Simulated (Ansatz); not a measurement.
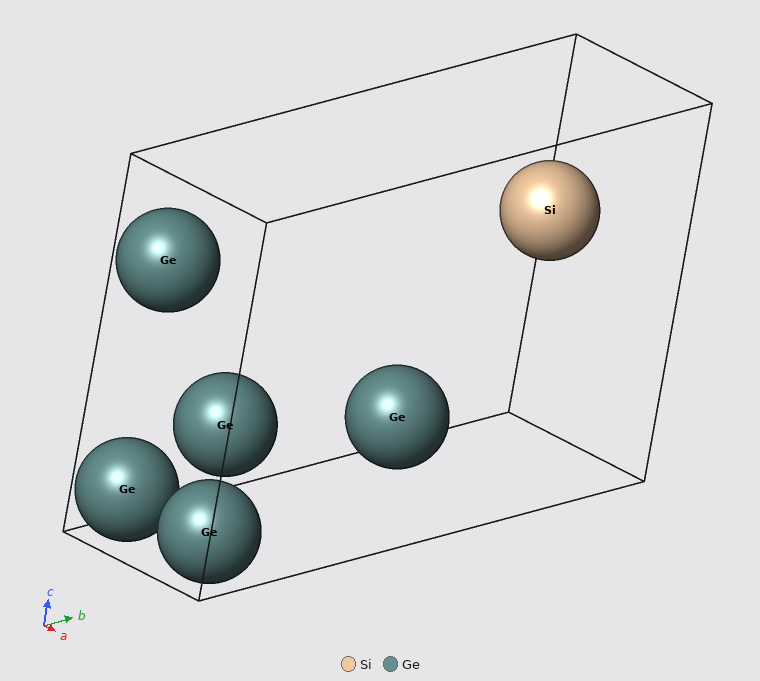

Structure drawing (spheres-only), viewed slightly off an axis. Thin lines show the simulation cell, with boundary atoms drawn in all their periodic places. Finite groups of bonded atoms are drawn whole.

```xyz
6
Lattice="0.0000 4.6078 4.6078 4.6078 0.0000 4.6078 4.6078 4.6078 0.0000" Properties=species:S:1:pos:R:3 pbc="T T T"
Si    6.9117    6.9117    6.9117
Ge    3.7017    0.9061    3.7017
Ge    0.9061    0.9061    0.9061
Ge    0.9061    3.7017    3.7017
Ge    3.7017    3.7017    0.9061
Ge    2.3039    2.3039    2.3039
```

Setup: DFT PBE, scalar-relativistic, plane waves, PAW in Ansatz 0.2.0; cutoff 420 eV, the zone sampled with 8×8×8 points, Gaussian smearing of 0.1 eV, no spin polarisation.

Q: What does a Bader analysis give?

A: Si +0.06 e; Ge -0.05 to +0.14 e. Little charge moves, as in a metallic or covalent solid.

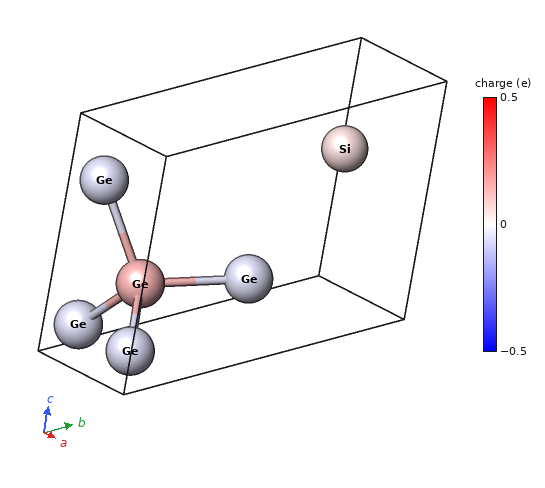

The atoms coloured by those charges.

The cell started as a random cell made by a generator, so it need not be a real form of the compound. Earlier steps of the study, as a rule a relaxation of our own, may have changed the cell and positions, so they can lie some per cent off the listed ones. It went into a calculation with Ansatz.
